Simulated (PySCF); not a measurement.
**One shape, several levels: B3N2H9 (SMILES B[NH+]1[BH2-][NH2+][BH2-]1)**

Wanted: a comparison of 6 runs (HF/STO-3G, HF/3-21G, HF/def2-SVP, B3LYP/6-31G*, B3LYP/pcseg-1) of B3N2H9. The job is set up through a Python script.

The results are computed with PySCF 2.14.0.

## Step 1: Starting point

B3N2H9: 14 atoms, total charge 0, spin state singlet. SMILES: `B[NH+]1[BH2-][NH2+][BH2-]1`. The coordinates come from a GFN2-xTB relaxation.

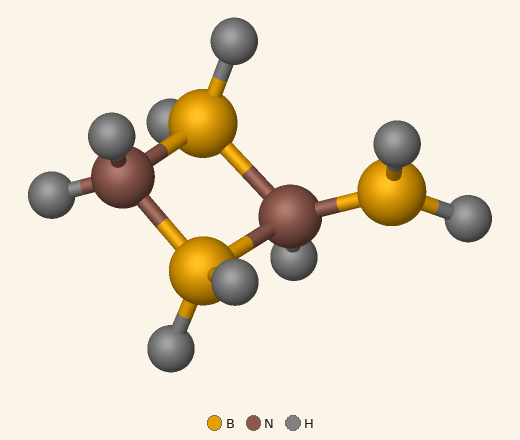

Viewed from a chosen angle; boron amber, nitrogen brown, hydrogen grey.

## Step 2: Energy and forces at HF/STO-3G (run 1)

The input, job.py:

```python
from pyscf import gto

mol = gto.M(
    atom=[
    ('B', (0.561350, -1.719000, -0.709920)),
    ('N', (0.446390, -0.298040, -0.659040)),
    ('B', (-1.025700, 0.368610, -0.460070)),
    ('N', (-0.651950, 1.056630, 0.909250)),
    ('B', (0.804440, 0.479620, 0.724430)),
    ('H', (0.061140, -2.354810, 0.133170)),
    ('H', (1.149530, -2.237180, -1.583820)),
    ('H', (0.915160, 0.161950, -1.427210)),
    ('H', (-1.877450, -0.445980, -0.341140)),
    ('H', (-1.215730, 1.165180, -1.318490)),
    ('H', (-1.147090, 0.685040, 1.708720)),
    ('H', (-0.726220, 2.064780, 0.928550)),
    ('H', (1.594530, 1.337100, 0.502040)),
    ('H', (1.111600, -0.263890, 1.593530)),
],
    verbose=3,
    charge=0,
    max_memory=1860,
    basis='sto-3g',
)

mf = mol.RHF()
mf.conv_tol = 1e-10
mf.kernel()
if not mf.converged:
    mf = mf.newton().run(mf.mo_coeff, mf.mo_occ)

etot = mf.e_tot
print('Final energy', etot)
grad = mf.nuc_grad_method().kernel()
mf.analyze()
```

Command:

```sh
OMP_NUM_THREADS=1 python job.py
```

The program printed:

```text
converged SCF energy = -185.991929061472
Final energy -185.99192906147223
--------------- RHF gradients ---------------
         x                y                z
0 B    -0.0023570162     0.0314566355     0.0004707457
1 N     0.0122334286    -0.0301429108    -0.0158870342
2 B     0.0227958078     0.0033195215     0.0188170320
3 N    -0.0112706055     0.0160536626     0.0162703963
4 B    -0.0270941023    -0.0001872199    -0.0133410193
5 H    -0.0024099063    -0.0025539682     0.0041803982
6 H     0.0038567172    -0.0038960042    -0.0056164897
7 H    -0.0083365979    -0.0040340444     0.0133617921
8 H    -0.0114192882    -0.0099331993     0.0001509498
9 H    -0.0033511823     0.0101392151    -0.0118274701
10 H     0.0087506501     0.0034012037    -0.0138559744
11 H     0.0017726606    -0.0161903792    -0.0013053673
12 H     0.0114669607     0.0113349625    -0.0022901739
13 H     0.0053624735    -0.0087674749     0.0108722147
----------------------------------------------
**** MO energy ****
MO #1   energy= -15.4096009561432  occ= 2
MO #2   energy= -15.3703888084307  occ= 2
MO #3   energy= -7.43920351066353  occ= 2
MO #4   energy= -7.37993995901026  occ= 2
MO #5   energy= -7.3794394107608   occ= 2
MO #6   energy= -1.1849494899202   occ= 2
MO #7   energy= -1.12190420760443  occ= 2
MO #8   energy= -0.730036050924016 occ= 2
MO #9   energy= -0.69526572412643  occ= 2
MO #10  energy= -0.666277555013601 occ= 2
MO #11  energy= -0.656645864797625 occ= 2
MO #12  energy= -0.572262737823388 occ= 2
MO #13  energy= -0.519125798453141 occ= 2
MO #14  energy= -0.499250545448947 occ= 2
MO #15  energy= -0.494509376560206 occ= 2
MO #16  energy= -0.430407107898239 occ= 2
MO #17  energy= -0.412857525740329 occ= 2
MO #18  energy= -0.38910803464055  occ= 2
MO #19  energy= -0.375788598779426 occ= 2
MO #20  energy= 0.255082061630581  occ= 0
MO #21  energy= 0.525427984318251  occ= 0
MO #22  energy= 0.558576353671503  occ= 0
MO #23  energy= 0.57853366334403   occ= 0
MO #24  energy= 0.608768935432309  occ= 0
MO #25  energy= 0.635055907700839  occ= 0
MO #26  energy= 0.644754282817507  occ= 0
MO #27  energy= 0.706512778664823  occ= 0
MO #28  energy= 0.732397397175366  occ= 0
MO #29  energy= 0.796483438553496  occ= 0
MO #30  energy= 0.810267048125496  occ= 0
MO #31  energy= 0.820875310802543  occ= 0
MO #32  energy= 0.828437060515859  occ= 0
MO #33  energy= 0.866873386471287  occ= 0
MO #34  energy= 0.892073326572032  occ= 0
 ** Mulliken atomic charges  **
charge of    0B =      0.21182
charge of    1N =     -0.17338
charge of    2B =      0.05651
charge of    3N =     -0.15332
charge of    4B =      0.05618
charge of    5H =     -0.05164
charge of    6H =     -0.05570
charge of    7H =      0.15156
charge of    8H =     -0.08965
charge of    9H =     -0.08966
charge of   10H =      0.15846
charge of   11H =      0.15843
charge of   12H =     -0.08992
charge of   13H =     -0.08969
Dipole moment(X, Y, Z, Debye): -0.32195,  0.92657,  0.39496
```

It took 4.8 s on 1 thread of Intel Xeon at 2.70GHz, shared host; peak memory 0.12 GiB.

## Step 3: Energy and gradient at HF/3-21G (run 2)

The input, start.xyz:

```xyz
14

B      0.561350    -1.719000    -0.709920
N      0.446390    -0.298040    -0.659040
B     -1.025700     0.368610    -0.460070
N     -0.651950     1.056630     0.909250
B      0.804440     0.479620     0.724430
H      0.061140    -2.354810     0.133170
H      1.149530    -2.237180    -1.583820
H      0.915160     0.161950    -1.427210
H     -1.877450    -0.445980    -0.341140
H     -1.215730     1.165180    -1.318490
H     -1.147090     0.685040     1.708720
H     -0.726220     2.064780     0.928550
H      1.594530     1.337100     0.502040
H      1.111600    -0.263890     1.593530
```

The input, calc.py:

```python
from pyscf import gto

mol = gto.M(
    atom='start.xyz',
    basis='3-21g',
    verbose=3,
    max_memory=1860,
)

mf = mol.RHF()
mf.conv_tol = 1e-10
mf.kernel()
if not mf.converged:
    mf = mf.newton().run(mf.mo_coeff, mf.mo_occ)

e_final = mf.e_tot
print('E(%s) = %.9f' % ('HF', e_final))
grad = mf.nuc_grad_method().kernel()
mf.analyze()
```

Command:

```sh
OMP_NUM_THREADS=1 python calc.py
```

The program printed:

```text
converged SCF energy = -187.246035948667
E(HF) = -187.246035949
--------------- RHF gradients ---------------
         x                y                z
0 B    -0.0011893995     0.0210828893    -0.0003693272
1 N    -0.0108494043    -0.0220909265     0.0188730305
2 B     0.0171747020     0.0013842196     0.0116339432
3 N     0.0146970831    -0.0142462495    -0.0209847549
4 B    -0.0180091208    -0.0010319108    -0.0109436807
5 H     0.0038734970     0.0055424477    -0.0064400551
6 H    -0.0039296076     0.0037762970     0.0058780021
7 H     0.0004780484     0.0024896152    -0.0009177479
8 H     0.0050703663     0.0049027365    -0.0009156358
9 H     0.0011086851    -0.0043424694     0.0049781206
10 H    -0.0013681921    -0.0012768566     0.0021966272
11 H    -0.0009751667     0.0036847933     0.0010623430
12 H    -0.0044497158    -0.0044807403     0.0013255884
13 H    -0.0016317751     0.0046061544    -0.0053764535
----------------------------------------------
**** MO energy ****
MO #1   energy= -15.5157238713839  occ= 2
MO #2   energy= -15.4963006189724  occ= 2
MO #3   energy= -7.57834711300542  occ= 2
MO #4   energy= -7.54670176720337  occ= 2
MO #5   energy= -7.54602476352159  occ= 2
MO #6   energy= -1.23166595238718  occ= 2
MO #7   energy= -1.16548396307497  occ= 2
MO #8   energy= -0.779386991559305 occ= 2
MO #9   energy= -0.737065369752634 occ= 2
MO #10  energy= -0.714831872171507 occ= 2
MO #11  energy= -0.693639180313645 occ= 2
MO #12  energy= -0.611280882141076 occ= 2
MO #13  energy= -0.565677140766783 occ= 2
MO #14  energy= -0.548332810782225 occ= 2
MO #15  energy= -0.538127605966047 occ= 2
MO #16  energy= -0.468708533138783 occ= 2
MO #17  energy= -0.456158585583611 occ= 2
MO #18  energy= -0.431137396196364 occ= 2
MO #19  energy= -0.425566501313685 occ= 2
MO #20  energy= 0.117806086950914  occ= 0
MO #21  energy= 0.226643111794389  occ= 0
MO #22  energy= 0.244020961608209  occ= 0
MO #23  energy= 0.278692296699604  occ= 0
MO #24  energy= 0.309359007662247  occ= 0
MO #25  energy= 0.332634965495611  occ= 0
MO #26  energy= 0.351107550380495  occ= 0
MO #27  energy= 0.351876603144534  occ= 0
MO #28  energy= 0.35455832865931   occ= 0
MO #29  energy= 0.38097805389825   occ= 0
MO #30  energy= 0.433619913632675  occ= 0
MO #31  energy= 0.447652258384379  occ= 0
MO #32  energy= 0.474027741831828  occ= 0
MO #33  energy= 0.484759322076258  occ= 0
MO #34  energy= 0.502016797075821  occ= 0
MO #35  energy= 0.635651711267665  occ= 0
MO #36  energy= 0.647447163735695  occ= 0
MO #37  energy= 0.649358718438575  occ= 0
MO #38  energy= 0.693789566123137  occ= 0
MO #39  energy= 0.718463101267612  occ= 0
MO #40  energy= 0.729350277295743  occ= 0
MO #41  energy= 0.767609102216989  occ= 0
MO #42  energy= 0.799516753924671  occ= 0
MO #43  energy= 0.860438079327117  occ= 0
MO #44  energy= 0.979115214464304  occ= 0
MO #45  energy= 1.14660769536186   occ= 0
MO #46  energy= 1.1645856666453    occ= 0
MO #47  energy= 1.28494656945533   occ= 0
MO #48  energy= 1.35599364349485   occ= 0
MO #49  energy= 1.39502458197307   occ= 0
MO #50  energy= 1.42596583569576   occ= 0
MO #51  energy= 1.45146392198056   occ= 0
MO #52  energy= 1.45221020497747   occ= 0
MO #53  energy= 1.46261615182064   occ= 0
MO #54  energy= 1.47920051476627   occ= 0
MO #55  energy= 1.49221802089261   occ= 0
MO #56  energy= 1.65140078788296   occ= 0
MO #57  energy= 1.68406287564408   occ= 0
MO #58  energy= 1.72044336744286   occ= 0
MO #59  energy= 1.79432138615335   occ= 0
MO #60  energy= 1.87491088433745   occ= 0
MO #61  energy= 1.9984083444079    occ= 0
MO #62  energy= 2.81142151880516   occ= 0
MO #63  energy= 3.11632399946057   occ= 0
 ** Mulliken atomic charges  **
charge of    0B =      0.19434
charge of    1N =     -0.35851
charge of    2B =      0.01633
charge of    3N =     -0.34324
charge of    4B =      0.01600
charge of    5H =     -0.01698
charge of    6H =     -0.02235
charge of    7H =      0.23816
charge of    8H =     -0.04834
charge of    9H =     -0.04910
charge of   10H =      0.23567
charge of   11H =      0.23581
charge of   12H =     -0.04941
charge of   13H =     -0.04838
Dipole moment(X, Y, Z, Debye): -0.40196,  1.15178,  0.49695
```

It took 3.6 s on 1 thread of Intel Xeon at 2.70GHz, shared host; peak memory 0.14 GiB.

Runs 3 to 5 aren't shown in full; the table further down has their settings and results.

## Step 4: Energy and forces at B3LYP/pcseg-1 (run 6)

The input, calc.py:

```python
from pyscf import gto, dft

molecule = gto.M(
    atom='''
B      0.561350    -1.719000    -0.709920
N      0.446390    -0.298040    -0.659040
B     -1.025700     0.368610    -0.460070
N     -0.651950     1.056630     0.909250
B      0.804440     0.479620     0.724430
H      0.061140    -2.354810     0.133170
H      1.149530    -2.237180    -1.583820
H      0.915160     0.161950    -1.427210
H     -1.877450    -0.445980    -0.341140
H     -1.215730     1.165180    -1.318490
H     -1.147090     0.685040     1.708720
H     -0.726220     2.064780     0.928550
H      1.594530     1.337100     0.502040
H      1.111600    -0.263890     1.593530
''',
    basis='pcseg-1',
    verbose=3,
    max_memory=1860,
)

myscf = dft.RKS(molecule)
myscf.xc = 'b3lyp'
myscf.grids.level = 5
myscf.conv_tol = 1e-10
myscf.kernel()
if not myscf.converged:
    myscf = myscf.newton().run(myscf.mo_coeff, myscf.mo_occ)

e_final = myscf.e_tot
print('Final energy', e_final)
grad = myscf.nuc_grad_method().kernel()
myscf.analyze()
```

Command:

```sh
OMP_NUM_THREADS=1 python calc.py
```

The program printed:

```text
converged SCF energy = -189.530622514073
[... 14 lines left out ...]
MO #5   energy= -6.73908682371148  occ= 2
[... 9 lines left out ...]
MO #15  energy= -0.389145506520927 occ= 2
[... 9 lines left out ...]
MO #25  energy= 0.123510684411497  occ= 0
[... 9 lines left out ...]
MO #35  energy= 0.292044968525289  occ= 0
[... 9 lines left out ...]
MO #45  energy= 0.552125561067541  occ= 0
[... 9 lines left out ...]
MO #55  energy= 0.704009119130122  occ= 0
[... 9 lines left out ...]
MO #65  energy= 1.38837576143665   occ= 0
[... 9 lines left out ...]
MO #75  energy= 1.70494621633374   occ= 0
[... 9 lines left out ...]
MO #85  energy= 2.13643716310082   occ= 0
[... 9 lines left out ...]
MO #95  energy= 2.4130624587006    occ= 0
[... 9 lines left out ...]
MO #105 energy= 2.85380436977271   occ= 0
[... 9 lines left out ...]
MO #115 energy= 3.41256210017995   occ= 0
[... 15 lines left out ...]
Dipole moment(X, Y, Z, Debye): -0.41442,  1.25367,  0.50990
```

Run time: 72 s. Hardware: 1 thread of Intel Xeon at 2.70GHz, shared host; peak memory 1.2 GiB.

## Step 5: All runs side by side

```csv
run,level,integration grid,Cartesian functions,energy (Eh),dipole moment (D),HOMO energy (eV),LUMO energy (eV),wall time
1,HF/STO-3G,–,no,-185.991929,1.06,-10.23,6.94,4.8 s
2,HF/3-21G,–,no,-187.246036,1.32,-11.58,3.21,3.6 s
3,HF/def2-SVP,–,no,-188.135898,1.24,-11.66,2.89,21 s
4,B3LYP/6-31G* (spherical functions),5,no,-189.558931,1.49,-7.88,-0.75,49 s
5,B3LYP/6-31G* (Cartesian functions),5,yes,-189.562183,1.49,-7.87,-0.75,60 s
6,B3LYP/pcseg-1,5,no,-189.530623,1.42,-8.13,-1.19,72 s
```

## Step 6: Results

| quantity | value |
| --- | --- |
| run 6: total energy | -189.53062 Eh |
| run 6: dipole moment | 1.42 D |
| run 6: HOMO energy | -8.13 eV |
| run 6: LUMO energy | -1.19 eV |
| run 6: HOMO–LUMO gap | 6.94 eV |
| run 6: largest force on an atom | 0.747 eV/Å |

What this shows: The dipole moment (its size) runs from 1.06 D (HF/STO-3G) to 1.49 D (B3LYP/6-31G*). The two ends differ in method and basis. The HOMO–LUMO gap runs from 6.94 eV (B3LYP/pcseg-1) to 17.17 eV (HF/STO-3G). In run 1 the basis is minimal, so the values are rough. All runs together took 3.5 min, the longest 72 s.
